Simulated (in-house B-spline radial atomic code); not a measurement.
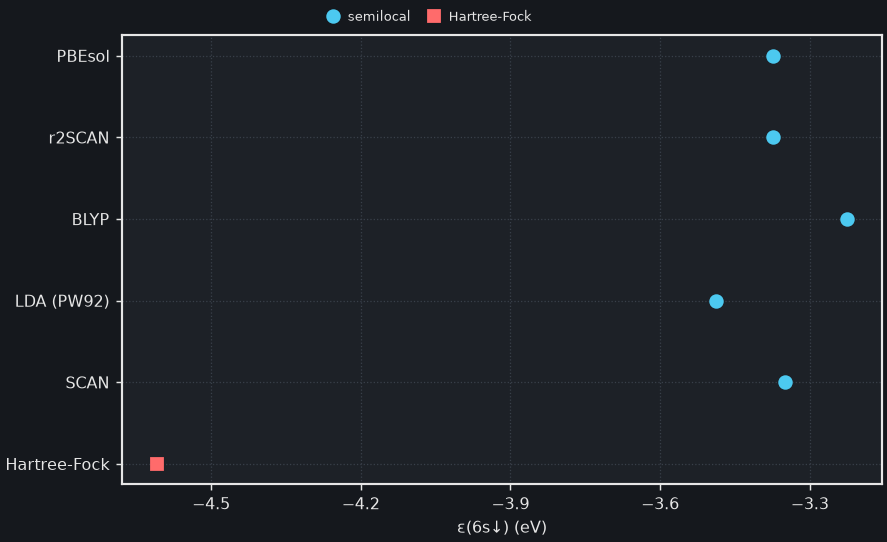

A free Pr atom in the configuration [Xe] 4f3 6s2 (high spin). All runs are scalar-relativistic, spin-polarised and spherical, computed with an in-house B-spline radial code (spin-free X2C). Hartree-Fock is the average over the configuration. The plot shows the eigenvalue (eV) of the 6s down orbital by 6 methods.

How much do the methods differ, and in which order?

Answer. The deepest is Hartree-Fock (−4.61) and the shallowest BLYP (−3.22), a spread of 1.38 eV. In order (eV): Hartree-Fock (−4.61), LDA (PW92) (−3.49), PBEsol (−3.37), r2SCAN (−3.37), SCAN (−3.35), BLYP (−3.22). On the whole, exact exchange removes self-interaction and deepens occupied levels.
